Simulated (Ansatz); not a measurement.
AlBrH2 (SMILES [AlH2][Br])

Input file:

```
crystal:
  periodic: [false, false, false]
  atoms:
    - {symbol: Al, position_ang: [-0.148307, -0.064707, -0.110329]}
    - {symbol: Br, position_ang: [1.684920, 0.496611, 1.079655]}
    - {symbol: H, position_ang: [-0.561559, -1.584842, -0.139186]}
    - {symbol: H, position_ang: [-0.919653, 1.092738, -0.850440]}
basis:
  gaussian: {orbitals: def2-TZVPP}
hamiltonian: {xc: pbe0, dispersion: d4}
output: {orbitals: {seedname: orbitals}}
```

Command:

```sh
ansatz run in.yaml --threads 2 --pin off --events-out ev --progress --plain --max-ram 22528MiB --backend cpu
```

Geometry: PBE0-D4/def2-TZVP.

These are results of Ansatz, RKS PBE0-D4/def2-TZVPP, not measurements.

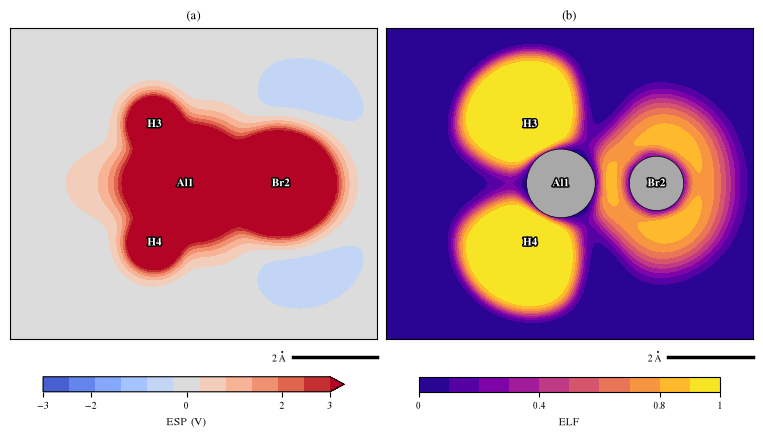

Figure 1. (a) molecular electrostatic potential; (b) electron localisation function on the molecular plane. Grey discs cover the atomic cores in the ELF map.

> Describe what can be read from this map.

- The section cuts through Al, Br and H sites.
- Al–Br (2.26 Å): the ELF peaks at about 0.85 in the valence shell of Br, 1.1 Å from its nucleus, and is about 0.85 at the midpoint.
- Al–H (1.58 Å): the ELF climbs to about 1 towards the hydrogen.
- The ELF also peaks beside Br2, away from the bonds: lone-pair regions.
- Outside the dense part of the molecule the potential is most negative (−0.5 V) near Br2.

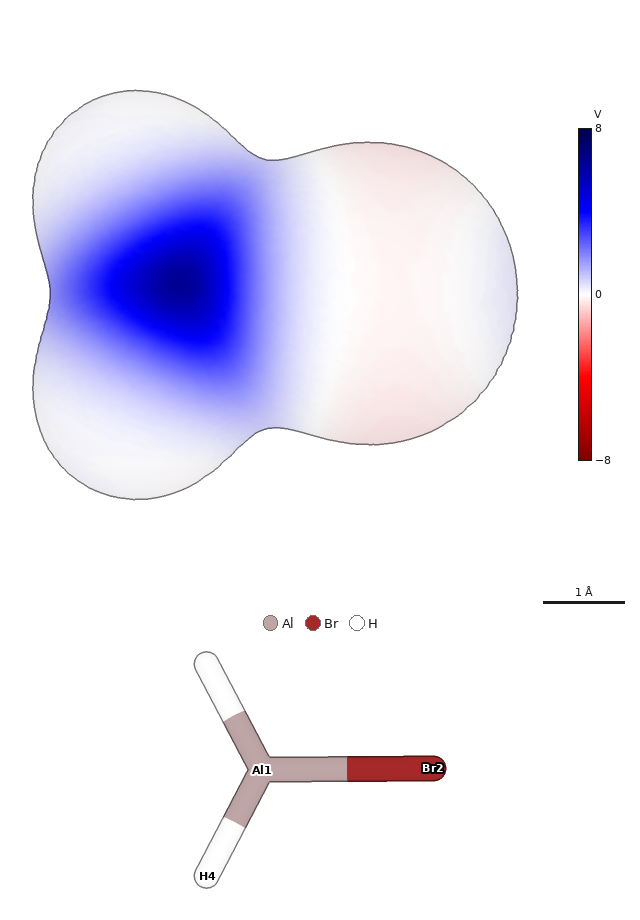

Figure 2. The molecular electrostatic potential painted on the density surface at 0.004 e/bohr³, seen across its widest extent; red is negative and blue positive. The bare structure is drawn below in the same view.

> Describe the electrostatic potential map.

The most negative region (about −0.4 V) lies over Br2, the most positive (about +6.1 V) over Al1. Br2 shows a σ-hole: about +0.3 V at the tip opposite its bond, against about −0.2 V on its flanks.

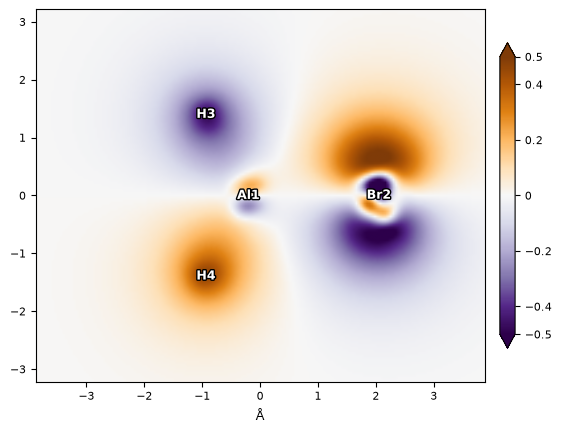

Figure 3. The HOMO on the molecular plane (values in Å⁻³ᐟ²; the overall sign is arbitrary).

> Describe this orbital and give its energy.

Its weight (Hirshfeld) is mainly on Br2 (about 60 %), Al1 (about 15 %), H3 (about 10 %) and H4 (about 10 %); it is symmetric in the molecular plane (an in-plane orbital: σ, lone-pair or in-plane π type). Its energy is −8.28 eV.

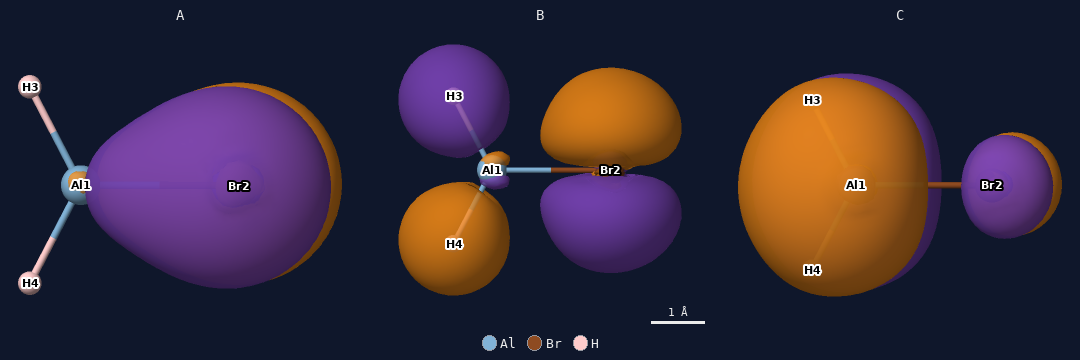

Figure 4. Three frontier orbitals at ±0.08 Å⁻³ᐟ² (orange and purple are the two phases), in no order.

> Order the three orbitals by energy and name them.

A is the HOMO−1 (−8.85 eV). Its weight (Hirshfeld) is mainly on Br2 (about 90 %); it changes sign across the molecular plane (π type). B is the HOMO (−8.28 eV). Its weight (Hirshfeld) is mainly on Br2 (about 60 %), Al1 (about 15 %), H3 (about 10 %) and H4 (about 10 %); it is symmetric in the molecular plane (an in-plane orbital: σ, lone-pair or in-plane π type). C is the LUMO (−1.75 eV). It lies mainly on Al1 (about 75 %) and Br2 (about 10 %); it changes sign across the molecular plane (π type).

> What is the HOMO–LUMO gap?

6.53 eV between the orbital energies.
